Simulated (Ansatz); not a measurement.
## Geometry relaxation, with input and output: C₂H₆O₂Si

The run: geometry relaxation of C₂H₆O₂Si, SMILES OC=C(O)[SiH3]. Method and program: RKS r2SCAN/def2-SVP (Ansatz 0.2.0).

It belongs to a series of runs on one base structure; here: end point B relaxed. Figures and captions count atoms from 1; the log counts them from 0 in places.

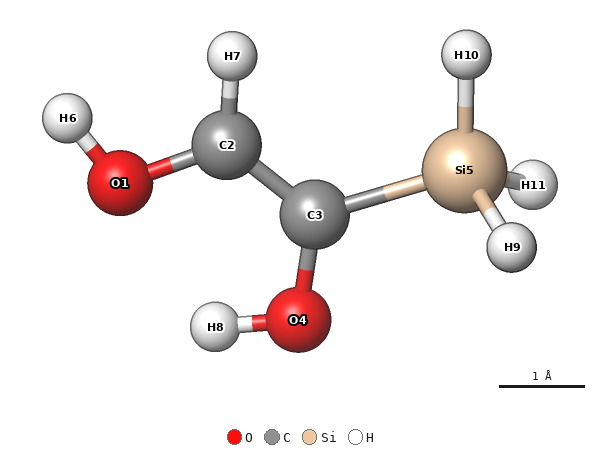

Fig. 1: The input geometry (ball-and-stick view, seen at a tilt; atoms are numbered from 1 in the order of the input). Bond lengths as drawn: C–C 1.35 Å, C–H 1.11 Å, C–O 1.31 to 1.35 Å, C–Si 1.88 Å, H–O 1.00 Å and H–Si 1.45 to 1.52 Å.

Input:
```yaml
crystal:
  periodic: [false, false, false]
  atoms:
    - { symbol: O, position_ang: [-1.1257, 0.3314, 1.9651] }
    - { symbol: C, position_ang: [-0.2217, 0.494, 0.9739] }
    - { symbol: C, position_ang: [-0.2813, -0.2814, -0.1257] }
    - { symbol: O, position_ang: [-1.1944, -1.21, -0.2375] }
    - { symbol: Si, position_ang: [1.0041, -0.1914, -1.4942] }
    - { symbol: H, position_ang: [-0.9737, 1.0438, 2.6489] }
    - { symbol: H, position_ang: [0.5513, 1.2615, 1.1824] }
    - { symbol: H, position_ang: [-1.7752, -1.0994, 0.5666] }
    - { symbol: H, position_ang: [1.67139, -1.5549, -1.58545] }
    - { symbol: H, position_ang: [2.00347, 0.80703, -1.1553] }
    - { symbol: H, position_ang: [0.35624, 0.09733, -2.78218] }
basis:
  gaussian: { orbitals: def2-SVP }
hamiltonian:
  xc: r2scan
relax:
  f_tol: 0.015
  max_steps: 40
output:
  orbitals: {}
```

Machine: 2 threads of Intel Xeon (Sapphire Rapids), 16 GiB of memory available, shared host.

Command:
```bash
ansatz run input.yaml --threads 2 --pin off --max-ram 3072MiB --backend cpu --events-out ev --progress --plain --runs-dir out
```

Log:
```
The last accepted step is kept in [file] (removed where the run ends without a failure and the disk answers)
Engine: ansatz 0.2.0, x86_64-unknown-linux-gnu
Functional definition: r2SCAN
  parameter k0 = 0.174
  parameter k1 = 0.065
  parameter a1 = 4.9479
  exchange = r2scan_x(k0 = k0, k1 = k1, a1 = a1)
  correlation = r2scan_c
1146 factors; their error is unknown
mean field evaluation 1: about -14124.9650 eV, gradient 5.3e1 eV
mean field evaluation 2: about -14118.7571 eV, gradient 7.7e1 eV
mean field evaluation 4: about -14130.8622 eV, gradient 5.1e0 eV
mean field evaluation 8: about -14130.8594 eV, gradient 2.3e-1 eV
mean field evaluation 16: about -14130.8595 eV, gradient 4.5e-5 eV
mean field -14130.85952519 eV, -519.2995093102 hartree, gradient 4.5e-5 eV, S^2 0.000000; 0 other end points of the search recorded, 0 dependent functions left out
the calculation of the forces begins
reference -14130.85953535 eV, -519.2995096833 hartree; 24, 24 occupied and 80, 80 virtual orbitals, 1146 factors
relax step   1: F+E_penalty+E_count = -14130.85952519 eV  Δ(F+E_penalty+E_count) = +0.000e0 eV  max|allowed force component| = 2.831e0 eV/Å  Δτ_max = 0.0000 Å  (27 SCF iters, accepted)
these checks for a lower state are left out or cut short: starts, cluster_reference, orbital_swaps, neighbouring_geometries, increment
1146 factors; their error is unknown
mean field -14131.06274680 eV, -519.3069775665 hartree, gradient 2.7e-5 eV, S^2 0.000000; 0 other end points of the search recorded, 0 dependent functions left out
the calculation of the forces begins
reference -14131.06275694 eV, -519.3069779392 hartree; 24, 24 occupied and 80, 80 virtual orbitals, 1146 factors
relax step   2: F+E_penalty+E_count = -14131.06274680 eV  Δ(F+E_penalty+E_count) = -2.032e-1 eV  max|allowed force component| = 8.524e-1 eV/Å  Δτ_max = 0.0521 Å  (29 SCF iters, accepted)
these checks for a lower state are left out or cut short: starts, cluster_reference, orbital_swaps, neighbouring_geometries, increment
1146 factors; their error is unknown
mean field -14131.08531997 eV, -519.3078071153 hartree, gradient 1.3e-5 eV, S^2 0.000000; 0 other end points of the search recorded, 0 dependent functions left out
the calculation of the forces begins
reference -14131.08533010 eV, -519.3078074877 hartree; 24, 24 occupied and 80, 80 virtual orbitals, 1146 factors
relax step   3: F+E_penalty+E_count = -14131.08531997 eV  Δ(F+E_penalty+E_count) = -2.257e-2 eV  max|allowed force component| = 1.844e-1 eV/Å  Δτ_max = 0.0755 Å  (30 SCF iters, accepted)
these checks for a lower state are left out or cut short: starts, cluster_reference, orbital_swaps, neighbouring_geometries, increment
1146 factors; their error is unknown
mean field evaluation 32: about -14131.1574 eV, gradient 8.5e-3 eV
mean field -14131.08747367 eV, -519.3078862624 hartree, gradient 1.3e-5 eV, S^2 0.000000; 0 other end points of the search recorded, 0 dependent functions left out
the calculation of the forces begins
reference -14131.08748381 eV, -519.3078866349 hartree; 24, 24 occupied and 80, 80 virtual orbitals, 1146 factors
relax step   4: F+E_penalty+E_count = -14131.08747367 eV  Δ(F+E_penalty+E_count) = -2.154e-3 eV  max|allowed force component| = 6.988e-2 eV/Å  Δτ_max = 0.0320 Å  (31 SCF iters, accepted)
these checks for a lower state are left out or cut short: starts, cluster_reference, orbital_swaps, neighbouring_geometries, increment
1146 factors; their error is unknown
mean field -14131.08791792 eV, -519.3079025883 hartree, gradient 1.3e-5 eV, S^2 0.000000; 0 other end points of the search recorded, 0 dependent functions left out
the calculation of the forces begins
reference -14131.08792806 eV, -519.3079029609 hartree; 24, 24 occupied and 80, 80 virtual orbitals, 1146 factors
relax step   5: F+E_penalty+E_count = -14131.08791792 eV  Δ(F+E_penalty+E_count) = -4.443e-4 eV  max|allowed force component| = 4.251e-2 eV/Å  Δτ_max = 0.0064 Å  (32 SCF iters, accepted)
these checks for a lower state are left out or cut short: starts, cluster_reference, orbital_swaps, neighbouring_geometries, increment
1146 factors; their error is unknown
mean field -14131.08807138 eV, -519.3079082276 hartree, gradient 1.3e-5 eV, S^2 0.000000; 0 other end points of the search recorded, 0 dependent functions left out
the calculation of the forces begins
reference -14131.08808152 eV, -519.3079086004 hartree; 24, 24 occupied and 80, 80 virtual orbitals, 1146 factors
relax step   6: F+E_penalty+E_count = -14131.08807138 eV  Δ(F+E_penalty+E_count) = -1.535e-4 eV  max|allowed force component| = 1.600e-2 eV/Å  Δτ_max = 0.0150 Å  (31 SCF iters, accepted)
these checks for a lower state are left out or cut short: starts, cluster_reference, orbital_swaps, neighbouring_geometries, increment
1146 factors; their error is unknown
mean field -14131.08810377 eV, -519.3079094182 hartree, gradient 1.3e-5 eV, S^2 0.000000; 0 other end points of the search recorded, 0 dependent functions left out
the calculation of the forces begins
reference -14131.08811392 eV, -519.3079097910 hartree; 24, 24 occupied and 80, 80 virtual orbitals, 1146 factors
relax step   7: F+E_penalty+E_count = -14131.08810377 eV  Δ(F+E_penalty+E_count) = -3.240e-5 eV  max|allowed force component| = 2.641e-3 eV/Å  Δτ_max = 0.0073 Å  (32 SCF iters, accepted)
1146 factors; their error is unknown
mean field evaluation 64: about -14131.0949 eV, gradient 5.0e0 eV
```

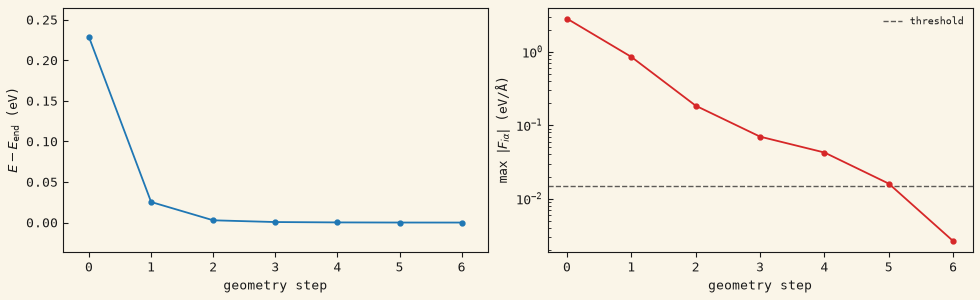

Fig. 2: Progress of the relaxation, step by step (the first geometry is step 0 here and step 1 in the log).

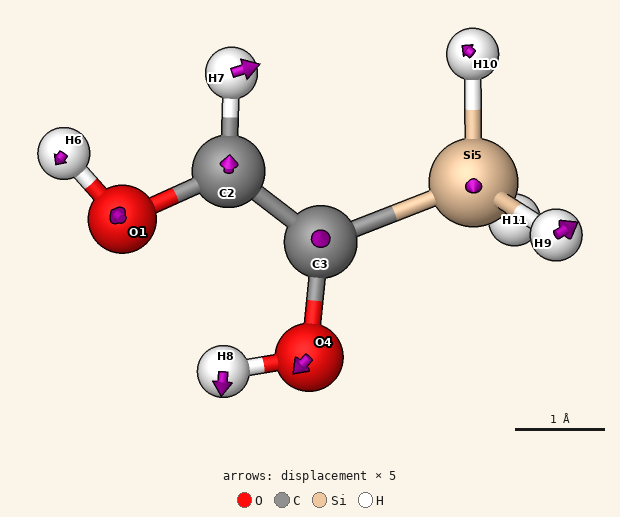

Fig. 3: The starting structure with the displacements as pink arrows, magnified 5 times (ball-and-stick view, seen at a tilt). The two geometries are laid on each other by the best rigid fit. The atom that moves furthest after the best rigid fit is H7 (0.070 Å). Largest moves by element: H 0.070 Å, O 0.057 Å, C 0.051 Å, Si 0.039 Å. Distances before and after: C3–O4 1.307 → 1.370 Å, Si5–H10 1.453 → 1.494 Å, O1–H6 0.999 → 0.963 Å, Si5–H9 1.521 → 1.494 Å. Among the angles that change: O1–C2–H7 114.3° → 118.5°, C3–Si5–H9 107.5° → 111.2°, C3–C2–H7 125.6° → 123.0°. The energy falls by 0.229 eV in 6 geometry steps. The largest force component goes from 2.8 to 0.0026 eV/Å. (Atoms are counted from 1 in the order of the input.)

```
mean field -14131.08810377 eV, -519.3079094182 hartree, gradient 1.4e-5 eV, S^2 0.000000; 1 other end points of the search recorded, 0 dependent functions left out
the calculation of the forces begins
reference -14131.08811392 eV, -519.3079097910 hartree; 24, 24 occupied and 80, 80 virtual orbitals, 1146 factors
Total energy: -14131.08811392 eV, -519.3079097910 hartree
Atom 0 at    -1.145091     0.377332     1.963409 Å, force     0.000527     0.001215    -0.000119 eV/Å
Atom 1 at    -0.183023     0.508564     0.993643 Å, force    -0.000833    -0.000771    -0.000768 eV/Å
Atom 2 at    -0.245883    -0.295097    -0.091392 Å, force     0.000703     0.001797     0.002641 eV/Å
Atom 3 at    -1.249872    -1.216691    -0.226695 Å, force    -0.000200    -0.000612    -0.000226 eV/Å
Atom 4 at     1.004618    -0.227227    -1.477648 Å, force     0.000178     0.000087    -0.000186 eV/Å
Atom 5 at    -1.005426     1.033823     2.654511 Å, force     0.000812    -0.001398    -0.001426 eV/Å
Atom 6 at     0.603638     1.254562     1.136474 Å, force    -0.000649    -0.000007    -0.000039 eV/Å
Atom 7 at    -1.819092    -1.137555     0.556465 Å, force    -0.000150    -0.000139    -0.000048 eV/Å
Atom 8 at     1.708478    -1.535672    -1.634770 Å, force    -0.000187    -0.000001     0.000176 eV/Å
Atom 9 at     1.998216     0.835535    -1.138460 Å, force    -0.000329    -0.000460     0.000042 eV/Å
Atom 10 at     0.347937     0.100385    -2.778966 Å, force     0.000127     0.000289    -0.000047 eV/Å
Dipole moment:    -0.000748     0.387438     0.526575 e Å
```

Trajectory as extended XYZ (Å, eV, eV/Å), 7 frames, from step=1 to step=7:
```
11
Properties=species:S:1:pos:R:3:forces:R:3 step=1 energy=-14130.85952
O    -1.1257    0.3314    1.9651   -0.5933   0.8871   1.8253
C    -0.2217    0.4940    0.9739    1.3645   1.1589   0.0152
C    -0.2813   -0.2814   -0.1257    2.3098   1.7583  -0.0524
O    -1.1944   -1.2100   -0.2375   -2.8314  -1.6791   0.7480
Si    1.0041   -0.1914   -1.4942   -0.3140  -1.1528   0.3912
H    -0.9737    1.0438    2.6489   -0.3953  -1.2660  -1.0944
H     0.5513    1.2615    1.1824   -0.2006  -0.3780  -0.5289
H    -1.7752   -1.0994    0.5666    0.4249  -0.4307  -0.9538
H     1.6714   -1.5549   -1.5855   -0.1341   0.3937  -0.0795
H     2.0035    0.8070   -1.1553    0.4802   0.5880   0.1473
H     0.3562    0.0973   -2.7822   -0.1107   0.1207  -0.4179
11
Properties=species:S:1:pos:R:3:forces:R:3 step=2 energy=-14131.06275
O    -1.1206    0.3383    1.9822   -0.1553   0.2716   0.4317
C    -0.1895    0.4991    0.9922    0.3111   0.3083   0.0292
C    -0.2603   -0.2956   -0.0987    0.7849   0.6940  -0.1095
O    -1.2456   -1.2036   -0.2309   -0.8524  -0.5583   0.3357
Si    1.0058   -0.2158   -1.4816   -0.1303  -0.3922   0.0864
H    -1.0043    1.0376    2.6468   -0.1065  -0.3351  -0.2684
H     0.5694    1.2794    1.1432   -0.0293  -0.2172  -0.1490
H    -1.8075   -1.1198    0.5682    0.1435  -0.1219  -0.3535
H     1.6915   -1.5450   -1.6257   -0.0316   0.1314   0.0118
H     2.0036    0.8262   -1.1484    0.1357   0.1689   0.0757
H     0.3720    0.0971   -2.7906   -0.0698   0.0505  -0.0900
11
Properties=species:S:1:pos:R:3:forces:R:3 step=3 energy=-14131.08532
O    -1.1408    0.3705    1.9648    0.0947  -0.0667  -0.1225
C    -0.1767    0.5046    0.9923   -0.1058  -0.0146   0.0533
C    -0.2557   -0.2913   -0.0983    0.1844   0.0136   0.0364
O    -1.2546   -1.2166   -0.2217   -0.0414   0.0150  -0.0879
Si    1.0012   -0.2248   -1.4827   -0.0361   0.0237   0.0378
H    -1.0206    1.0490    2.6349    0.0072   0.0742   0.0931
H     0.6269    1.2312    1.1519   -0.0695  -0.0092  -0.0505
H    -1.8141   -1.1395    0.5673   -0.0411   0.0036   0.0473
H     1.7111   -1.5311   -1.6259    0.0021  -0.0040  -0.0225
H     1.9876    0.8441   -1.1373   -0.0085  -0.0164  -0.0094
H     0.3501    0.1019   -2.7888    0.0140  -0.0191   0.0248
11
Properties=species:S:1:pos:R:3:forces:R:3 step=4 energy=-14131.08747
O    -1.1299    0.3589    1.9737    0.0423   0.0223  -0.0699
C    -0.1785    0.5064    0.9926   -0.0493  -0.0652   0.0587
C    -0.2481   -0.2969   -0.0927    0.0074   0.0532  -0.0243
O    -1.2587   -1.2109   -0.2263    0.0453  -0.0198  -0.0193
Si    1.0046   -0.2283   -1.4785   -0.0236   0.0257   0.0075
H    -1.0161    1.0424    2.6423   -0.0045   0.0231   0.0272
H     0.6084    1.2524    1.1367   -0.0055  -0.0197  -0.0043
H    -1.8237   -1.1301    0.5591   -0.0143   0.0063   0.0245
H     1.7153   -1.5329   -1.6328    0.0029  -0.0079   0.0000
H     1.9916    0.8405   -1.1356   -0.0056  -0.0138  -0.0068
H     0.3495    0.0965   -2.7819    0.0049  -0.0043   0.0067
11
Properties=species:S:1:pos:R:3:forces:R:3 step=5 energy=-14131.08792
O    -1.1330    0.3627    1.9717    0.0272   0.0196  -0.0149
C    -0.1776    0.5037    0.9950   -0.0425  -0.0187   0.0244
C    -0.2483   -0.2956   -0.0930    0.0267   0.0257  -0.0036
O    -1.2560   -1.2124   -0.2264    0.0011  -0.0114  -0.0036
Si    1.0035   -0.2264   -1.4789   -0.0073  -0.0039   0.0047
H    -1.0181    1.0461    2.6412   -0.0047  -0.0053   0.0020
H     0.6103    1.2478    1.1406    0.0028  -0.0063  -0.0076
H    -1.8210   -1.1329    0.5599   -0.0007   0.0014  -0.0022
H     1.7128   -1.5321   -1.6335    0.0008  -0.0026   0.0004
H     1.9927    0.8399   -1.1377   -0.0004  -0.0010  -0.0019
H     0.3492    0.0970   -2.7824   -0.0031   0.0024   0.0025
11
Properties=species:S:1:pos:R:3:forces:R:3 step=6 energy=-14131.08807
O    -1.1416    0.3734    1.9671    0.0003   0.0041   0.0030
C    -0.1821    0.5068    0.9954    0.0160   0.0090  -0.0059
C    -0.2463   -0.2948   -0.0909    0.0045  -0.0066  -0.0156
O    -1.2508   -1.2156   -0.2279   -0.0011   0.0001   0.0032
Si    1.0045   -0.2267   -1.4777   -0.0059  -0.0003   0.0066
H    -1.0091    1.0389    2.6509   -0.0016  -0.0006   0.0029
H     0.6066    1.2514    1.1375   -0.0129  -0.0059   0.0057
H    -1.8207   -1.1373    0.5549    0.0021   0.0008  -0.0015
H     1.7099   -1.5345   -1.6335   -0.0009   0.0004  -0.0006
H     1.9972    0.8374   -1.1402   -0.0009  -0.0006   0.0011
H     0.3468    0.0989   -2.7791    0.0003  -0.0004   0.0011
11
Properties=species:S:1:pos:R:3:forces:R:3 step=7 energy=-14131.08810
O    -1.1451    0.3773    1.9634    0.0005   0.0012  -0.0001
C    -0.1830    0.5086    0.9936   -0.0008  -0.0008  -0.0008
C    -0.2459   -0.2951   -0.0914    0.0007   0.0018   0.0026
O    -1.2499   -1.2167   -0.2267   -0.0002  -0.0006  -0.0002
Si    1.0046   -0.2272   -1.4776    0.0002   0.0001  -0.0002
H    -1.0054    1.0338    2.6545    0.0008  -0.0014  -0.0014
H     0.6036    1.2546    1.1365   -0.0006   0.0000   0.0000
H    -1.8191   -1.1376    0.5565   -0.0001  -0.0001   0.0000
H     1.7085   -1.5357   -1.6348   -0.0002   0.0000   0.0002
H     1.9982    0.8355   -1.1385   -0.0003  -0.0005   0.0000
H     0.3479    0.1004   -2.7790    0.0001   0.0003   0.0000
```

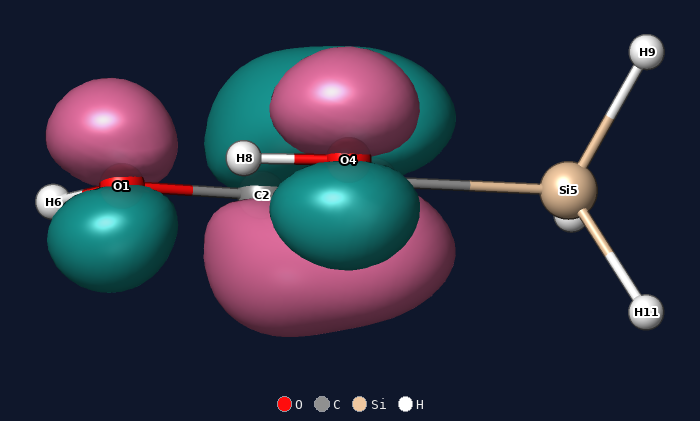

Fig. 4: The HOMO at ±0.15 Å⁻³ᐟ² (teal and pink are the two phases), seen from the side. By Hirshfeld shares it lies mainly on C2 (25 %), C3 (25 %), O4 (20 %) and O1 (20 %). Its energy is −4.93 eV.

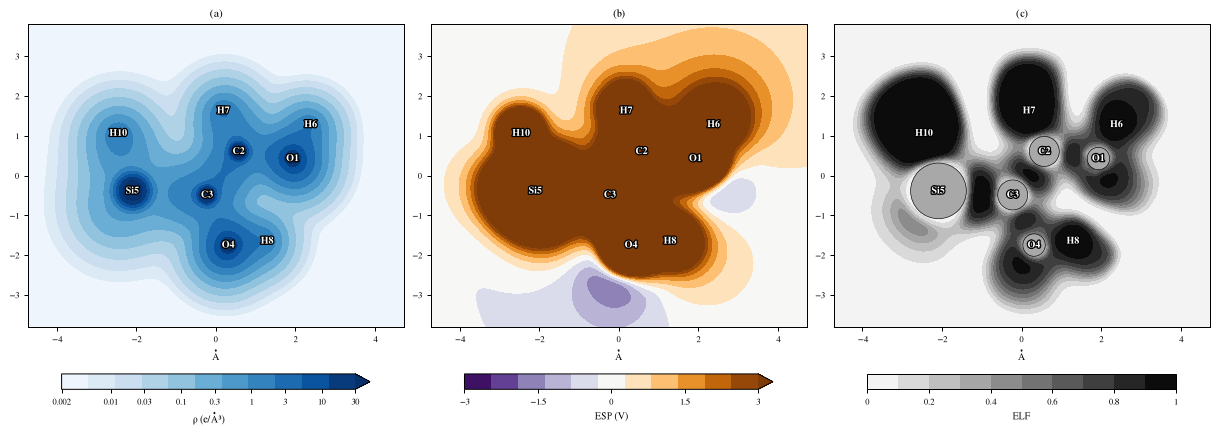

Fig. 5: (a) electron density; (b) molecular electrostatic potential; (c) electron localisation function on the plane of atoms O1, C2 and H7. Grey discs, where drawn, cover atomic cores. The section cuts through O, C, Si and H sites. C–C (1.35 Å): ρ at the midpoint is about 2.2 e/Å³; the ELF peaks at about 0.95 between the atoms (a double or triple bond). C–O (1.37 Å): ρ at the midpoint is about 2.2 e/Å³, with its minimum of 1.9 e/Å³ about 0.5 Å from C; the ELF peaks at about 0.90 between the atoms, which marks a polar covalent bond.

Results in brief:

| quantity | value |
| --- | --- |
| outcome | converged |
| total energy | −14131.0881 eV |
| mean-field energy | −14131.0881 eV |
| largest force (length of the vector) at the end | 0.003 eV/Å |
| wall time | 15 s (CPU time 29 s) |
| peak memory | 0.18 GiB |
